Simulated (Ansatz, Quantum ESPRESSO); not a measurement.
# Predicting the next point of a tunnelling series: vacuum gaps between two Na(110) faces

How the rows were computed: Quantum ESPRESSO 7.5 (pw.x, pwcond.x), PBE, GBRV ultrasoft; geometry as built. T is the transmission per spin at the Fermi level, averaged over the mesh across the current, in a cell of 12.47 Å². The series steps the width of the vacuum gap.

| width (Å) | T |
| --- | --- |
| 5 | 0.334 |
| 6 | 0.135 |
| 7 | 0.0381 |
| 8 | 0.00841 |

**Question.** What is T at 9 Å?

**Fit.** In the tunnelling regime ln T falls linearly. The last two rows give a slope of ln(0.0381/0.00841)/(8 − 7) = 1.511 per Å, so T(9) ≈ 0.00841 × exp(−1.511 × 1) = 0.00186.

**Check.** T = 0.00188; the estimate is 0.99 times that. The slope over the last interval is 1.495: the same within 8 %. Points of the mesh with over 2.5 times the mean carry 65 % of this T, so the value leans on the mesh. A second code, Ansatz 0.2.0, gives 0.00177.

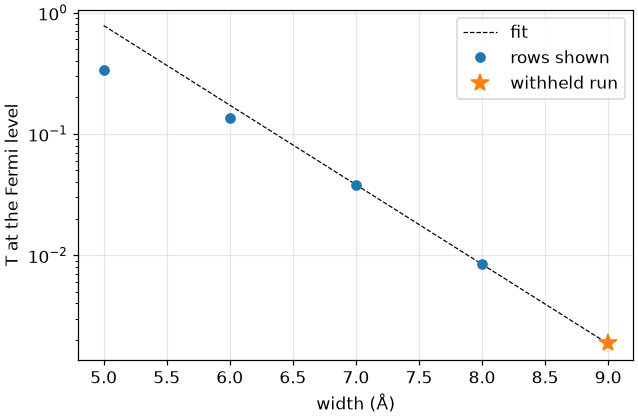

The rows shown, the fit and the withheld run.

**Limits.** Short leads, unrelaxed atoms, a barrier without the image potential and an untested mesh.
